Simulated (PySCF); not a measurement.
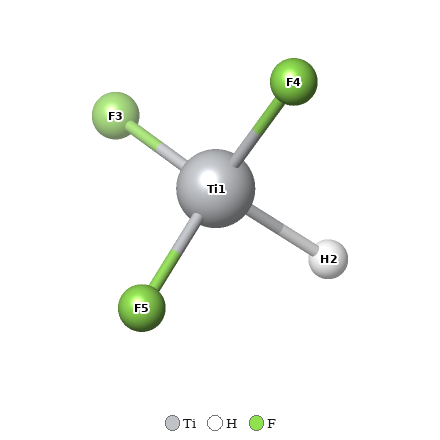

TiHF₃, SMILES [H][Ti]([F])([F])[F], singlet. Vertical core-electron binding energies by ΔSCF (SCAN, pcX-2 on the ionised atom (unc-x2c-TZVPall on a metal), pcseg-1 elsewhere, spin-free X2C; PySCF, at a PBE0-D3(BJ)/def2-SVP geometry (no frequency check)), gas phase, against the vacuum level. One atom of each kind was ionised; within a panel, areas follow the number of like atoms and 2j + 1 (2p levels are split by first-order spin-orbit coupling, an approximation), each panel is scaled alone, Gaussians of 0.8 eV full width. Only the regions named are shown.

### Predict the Ti 2p and F 1s photoelectron lines.

| level | atoms | binding energy (eV) |
| --- | --- | --- |
| Ti 2p1/2 | Ti1 | 471.6 |
| Ti 2p3/2 | Ti1 | 465.8 |
| F 1s | F3, F4, F5 | 692.8 |

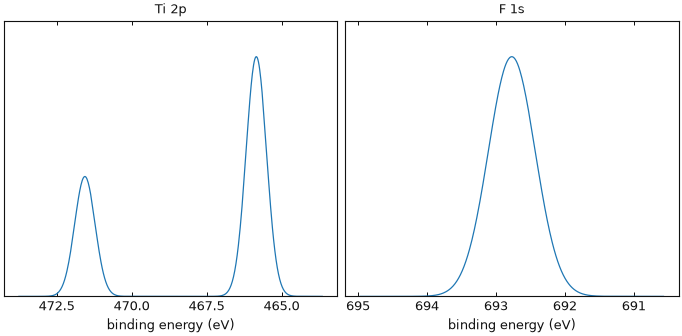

Note: metal 2p levels are good to about 1 eV.
